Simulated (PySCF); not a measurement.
# C3H8O2Si: the cost of one run

Programs: PySCF 2.14.0, with density-fitted response routines of our own. Each step states its level of theory. These are calculated values for one molecule in the gas phase, unless marked as measured. Atoms count from 0, in the outputs and in this text.

## Step 1: The starting structure

14 atoms, charge 0, multiplicity 1; geometry from: GFN2-xTB. The atoms were then displaced at random by about 0.01 Å, so the start is not that level's minimum.

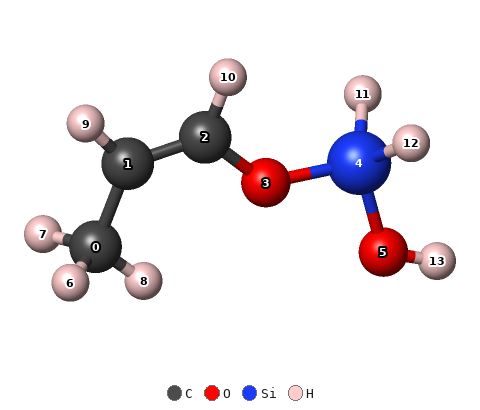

As it starts; carbon dark grey, oxygen red, silicon blue, hydrogen pink, atoms numbered; sticks join atoms by distance.

## Step 2: Geometry optimisation at PBE0-D3(BJ)/def2-SVP

Job settings and geometry (Å):

```
{"job": {"xc": "PBE0", "basis": "def2-SVP", "d3": "d3bj", "grid": 1, "shake": 0.01, "kind": "geom"}, "charge": 0, "multiplicity": 1}
C     -2.280120    -0.499940    -0.105380
C     -1.632450     0.841750     0.065670
C     -0.332690     1.007690     0.122770
O      0.586150    -0.018450     0.044110
Si     2.162620    -0.070000    -0.011240
O      2.377480    -1.662270    -0.017550
H     -2.983800    -0.661790     0.710890
H     -2.856770    -0.480340    -1.042510
H     -1.563160    -1.264110    -0.119480
H     -2.262080     1.714780     0.155290
H      0.122040     1.988100     0.266810
H      2.686980     0.560670    -1.212870
H      2.727880     0.559650     1.179390
H      3.240750    -2.030800    -0.043670
```

Run with:

```
$ OMP_NUM_THREADS=1 python probes_run.py task.json out
```

This one command runs all jobs of the session in turn.

Q: Estimate the wall time and peak memory of this first job on 1 thread of Intel Xeon 6975P-C, shared host.

About 1.8 min, with a peak of 0.53 GiB.
